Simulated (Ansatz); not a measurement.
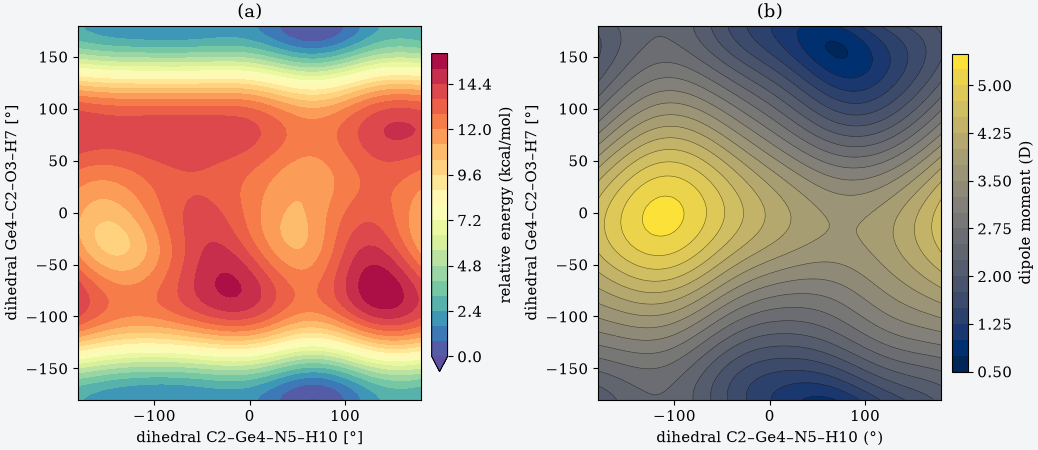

CH6GeN2O, SMILES N=[C](O)[GeH2][NH2]. 
- Coordinates scanned: (1) dihedral C2–Ge4–N5–H10; (2) dihedral Ge4–C2–O3–H7.
- Nothing is relaxed (all other coordinates rigid).
- The scan uses an 18 × 18 grid.
- Points are written as (first, second).
- Energies are in kcal/mol, from the lowest grid point.
- The calculation used RHF/def2-SVP (Ansatz).

Panel (a) is the energy and panel (b) the computed dipole moment on the same grid.

Drawn: filled contours. Between grid points the surface is interpolated.

Question: How does the dipole moment vary over the map, and what is it at the lowest grid point?

Answer: Leaving out the highest fifth of the energies, it runs from 0.74 D at (60°, 160°) to 5.32 D at (−120°, 0°). At the lowest grid point, (60°, −180°), it is 0.95 D.

```tsv
dihedral Ge4–C2–O3–H7 ↓, dihedral C2–Ge4–N5–H10 →	−180	−140	−100	−60	−20	20	60	100	140
140	2.07	2.64	2.81	2.48	1.99	1.50	0.95	0.94	1.46
100	2.72	3.38	3.62	3.33	2.84	2.32	1.79	1.63	2.04
60	3.62	4.28	4.51	4.19	3.66	3.15	2.71	2.60	2.95
20	4.41	5.02	5.20	4.83	4.30	3.86	3.52	3.48	3.81
−20	4.64	5.15	5.24	4.82	4.32	3.97	3.74	3.79	4.11
−60	4.20	4.57	4.57	4.12	3.62	3.37	3.33	3.52	3.83
−100	3.53	3.72	3.64	3.17	2.72	2.58	2.70	3.03	3.33
−140	2.75	2.91	2.81	2.33	1.87	1.75	1.90	2.28	2.59
−180	2.07	2.41	2.43	1.97	1.45	1.10	0.95	1.32	1.74
```

The table holds every second grid line.
